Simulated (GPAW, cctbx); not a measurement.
## How far are the atoms of TlZn3B from free atoms?

Question: by how much does bonding change the X-ray structure factors of TlZn3B, how firmly does DFT give the change, and what does a routine refinement make of it?

The start was made by putting kin elements into a known structure type; the compound need not exist, or be stable, in this form. All numbers below are calculated.

### 1. Relax the structure

The density hangs on the geometry, so cell and atoms are relaxed first, with the symmetry held. The cutoff is set higher than for the density because stress converges slowly with plane waves.

Settings: GPAW 26.7.0, PBE, 670 eV, 4×4×4 k-points, Fermi–Dirac width 0.1 eV, BFGS to 0.03 eV/Å.

```text
cell
1.0
     4.417000000    0.000000000    0.000000000
     0.000000000    4.417000000    0.000000000
     0.000000000    0.000000000    4.417000000
Tl Zn B
1 3 1
Direct
0.500000000 0.500000000 0.500000000
0.000000000 0.000000000 0.500000000
0.000000000 0.500000000 0.000000000
0.500000000 0.000000000 0.000000000
0.000000000 0.000000000 0.000000000
```

```console
$ OMP_NUM_THREADS=1 mpirun -n 4 gpaw python run.py > gpaw.log
```

```text
BFGS:    0      -11.020484        0.055713
BFGS:    1      -11.020613        0.053034
BFGS:    2      -11.021488        0.005586
cell  4.4024 4.4024 4.4024  90.00 90.00 90.00
volume 85.323 A^3, largest force 0.000 eV/A, largest stress 0.05 GPa
```

After 2 steps the volume has changed by -1.0 % and the energy by -0.001 eV; the largest stress left is 0.05 GPa. It took 22 s on 4 cores of Intel(R) Xeon(R) Platinum 8488C (Sapphire Rapids) (shared host), peak memory 0.84 GiB.

Relaxed structure: Pm-3m (no. 221), a = 4.4024 Å, b = 4.4024 Å, c = 4.4024 Å, α = 90.00°, β = 90.00°, γ = 90.00°.

| atom | mult. | x | y | z |
| --- | --- | --- | --- | --- |
| Tl1 | 1 | 1/2 | 1/2 | 1/2 |
| Zn1 | 3 | 0 | 0 | 1/2 |
| B1 | 1 | 0 | 0 | 0 |

### 2. Density and charge transfer

X-rays see the whole electron density, so the PAW density is rebuilt with its core regions. Subtracting spherical free atoms from the same code cancels the cores and leaves the deformation density Δρ, the part due to bonding.

Settings: PBE, 550 eV, 5×5×5 k-points, Fermi–Dirac width 0.1 eV; primitive cell of 5 atoms.

```console
$ OMP_NUM_THREADS=1 mpirun -n 4 gpaw python run.py > gpaw.log
```

```text
|iter:   1|       0s |  -12.614501 | +0.46 |       |
|iter:   2|       1s |  -12.141727 | -1.53 | -1.27 |
|iter:   3|       1s |  -11.008304 | -1.27 | -1.33 |
...
|iter:   8|       3s |  -11.009524c| -5.22 | -4.02c|
|iter:   9|       4s |  -11.009524c| -7.20 | -4.55c|
|iter:  10|       4s |  -11.009524c| -7.99c| -5.10c|
```

```text
grid (48, 48, 48)  electrons 176.000  moved by bonding 0.803 e
deformation density beyond 0.5 A of the nuclei: max 0.072, min -0.135 e/A^3
atom        x       y       z   Voronoi charge  moment
Tl1    0.5000  0.5000  0.5000     -0.020       0.00
Zn2    0.0000  0.0000  0.5000      0.150       0.00
Zn3    0.0000  0.5000  0.0000      0.150       0.00
Zn4    0.5000  0.0000  0.0000      0.150       0.00
B 5    0.0000  0.0000  0.0000     -0.430       0.00
mean inner potential of superposed free atoms 18.469 V
total magnetic moment 0.000 muB
```

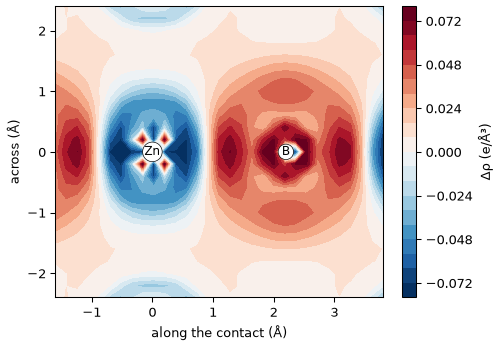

Deformation density in a plane through the shortest contact of the Zn atom at the origin; red gains electrons, blue loses them.

B gains most (-0.43 e) and Zn loses most (+0.15 e); B is the most electronegative element, but the order of the others doesn't follow electronegativity. Such charges fall far short of formal ones, since overlapping free atoms already put density on their neighbours. Along the shortest contact from the Zn atom at the map's origin, Zn–B at 2.20 Å, Δρ is +0.06 e/Å³ at the midpoint and highest, +0.07, 1.25 Å from Zn (points within 0.5 Å of a nucleus left out): a modest build-up. At the midpoints of other shortest contacts it is +0.01 (Tl–Zn, 3.11 Å) and +0.02 (Zn–Zn, 3.11 Å) e/Å³. Point values carry grid noise of about 0.01 e/Å³. The run needed 10 iterations, 10 s.

### 3. From the density to structure factors

The Fourier components of Δρ, added to those of the free atoms, give the static X-ray structure factors; the Mott–Bethe relation turns them into the Fourier components V of the potential that fast electrons feel.

```text
static structure factors of the conventional cell: F in electrons, V (Mott-Bethe) in volts
   h  k  l      d  |F| table  |F| free   |F| DFT   change   |V| free  |V| DFT  change %
   0  1  0  4.4024    44.462    44.421    44.211   -0.210     1.644    1.863     13.3
   0  1  1  3.1130    49.497    49.499    49.799    0.300     3.384    3.228     -4.6
   1  1  1  2.5417   139.563   139.318   138.847   -0.472     9.260    9.424      1.8
   0  2  0  2.2012   138.975   138.622   138.368   -0.254     9.729    9.795      0.7
   0  2  1  1.9688    39.911    40.002    40.049    0.047     1.249    1.239     -0.8
   1  2  1  1.7973    43.209    43.322    43.288   -0.034     2.200    2.206      0.3
   0  2  2  1.5565   121.293   120.876   120.861   -0.015     7.174    7.176      0.0
   1  2  2  1.4675    36.866    36.944    36.988    0.043     1.048    1.043     -0.5
   0  3  0  1.4675    36.866    36.944    36.979    0.034     1.048    1.044     -0.4
   0  3  1  1.3922    39.806    39.878    39.857   -0.021     1.679    1.681      0.1
   1  3  1  1.3274   108.310   108.005   108.095    0.090     5.489    5.481     -0.2
   2  2  2  1.2709   109.044   108.778   108.843    0.065     5.832    5.827     -0.1
   0  3  2  1.2210    34.697    34.734    34.763    0.029     0.902    0.900     -0.3
   1  3  2  1.1766    37.512    37.538    37.521   -0.017     1.373    1.374      0.1
```

The largest X-ray change is -0.47 e on 111, 0.3 % of |F|. For electrons V goes as (Z − F)/g², so a change of F counts against Z − F, which is small at low angle and wherever the atoms' terms cancel: |V| of 010 moves by +13.3 % (1.64 to 1.86 V) against -0.5 % in |F|. The tabulated Hartree–Fock atoms differ from the free DFT atoms by up to 0.42 e, so the choice of reference atom matters too.

### 4. Which functional?

The same geometry is run with other functionals, to see whether the bonding signal is larger than the spread between approximations. Free atoms are LDA for LDA and PBE otherwise; meta-GGAs and hybrids keep PBE cores. Any other changed setting is in the row's label.

| run | ΔF 111 (e) | ΔF 011 (e) | ΔF 020 (e) | q(B) (e) | moved (e) | time |
| --- | --- | --- | --- | --- | --- | --- |
| PBE | -0.472 | +0.300 | -0.254 | -0.430 | 0.803 | 10 s |
| LDA | -0.462 | +0.293 | -0.253 | -0.412 | 0.765 | 9.7 s |
| SCAN | -0.409 | +0.317 | -0.221 | -0.432 | 0.847 | 49 s |

At the base's settings ΔF(111) spans -0.472 to -0.409 e, a spread of 13 % of the PBE value; over the three listed reflections the spread is at most 13 %, so sign and size hold across the functionals. Times are from shared hosts.

### 5. What a spherical-atom refinement makes of it

Routine crystallography fits spherical atoms. To see the bias, intensities are simulated from tabulated atoms plus the DFT change ΔF, so that bonding alone can misfit (2896 reflections of the full sphere, merged to the counts below, to 0.5 Å, 1.5 % proportional noise plus counting noise, assumed isotropic U as listed, Δρ smeared by the mean U) and refined with cctbx over different ranges.

```csv
range,data,R1,GooF,U Tl1 (true 0.0069),U Zn1 (true 0.0101),U B1 (true 0.0164),largest shift (Å),"Δρ max, min (e/Å³)"
all data,103,0.0020,0.93,0.0069,0.0101,0.0165,0.0000,"0.14, -0.18"
"low resolution, d > 0.84",30,0.0020,1.05,0.0069,0.0102,0.0167,0.0000,"0.11, -0.12"
"high order, d < 0.75",65,0.0020,0.88,0.0069,0.0101,0.0165,0.0000,"0.11, -0.11"
"occupancies free, d > 0.7",44,0.0018,0.96,0.0069,0.0101,0.0168,0.0000,"0.14, -0.10"
```

With all data GooF is 0.93, so at this noise the bonding hardly shows; the top residual peak, near noise level, lies 1.84 Å from Zn and 1.84 Å from Zn. No U is off by more than 3 s.u. at low resolution. Symmetry fixes every coordinate, so the shifts are zero by construction. With Tl1 held at 1 and the scale free, the other occupancies refine to Zn1 0.999(0.002) and B1 1.020(0.020), within three s.u. of full.

### 6. Answer

Bonding moves 0.80 e in the primitive cell of TlZn3B and changes the structure factors of the conventional cell in the table above by at most 0.47 e (111, 0.3 %), and among reflections above 2 % of the strongest by up to 0.6 % (011). The shortest bond, Zn–B, has Δρ = +0.06 e/Å³ at its midpoint. At the base's settings ΔF(111) spans -0.472 to -0.409 e, a spread of 13 % of the PBE value; over the three listed reflections the spread is at most 13 %, so sign and size hold across the functionals. With all data GooF is 0.93, so at this noise the bonding hardly shows. Limits: static density, frozen cores, no spin–orbit coupling.

[Outputs are excerpts: Python notices, other lines and further rows are left out; steps that failed or that the build refused (PBEsol, TPSS) are not shown.]

[Logs are printed without paths, hosts, clocks, repeated set-up lines and the standing remarks that a program may print on its own settings, such as how far it seeks lower states.]
